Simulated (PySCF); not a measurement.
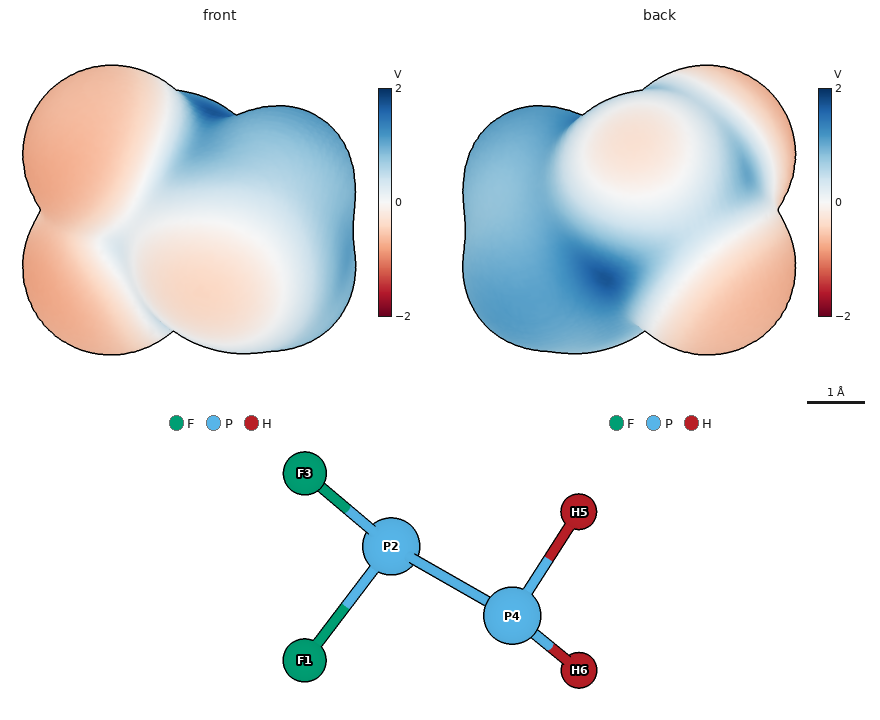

Figure. F2H2P2. The molecular electrostatic potential painted on the density surface at 0.002 e/bohr³, seen from the front and from behind; red is negative and blue positive. The bare structure is drawn below in the same view.

Geometry: GFN2-xTB.

The calculation used PySCF, PBE0/def2-SVPD, SCF density, gas phase.

```xyz
6

F    -1.5210   -0.9900   -0.8642
P    -0.8126    0.4147   -0.4720
F    -1.6951    0.6239    0.8719
P     0.9754   -0.4224    0.4867
H     1.4520    0.8710    0.7151
H     1.6043   -0.4953   -0.7591
```

### Where is the surface potential most negative and most positive?

The most negative region (about −0.8 V) lies over F1 and F3, the most positive (about +1.7 V) over P2.
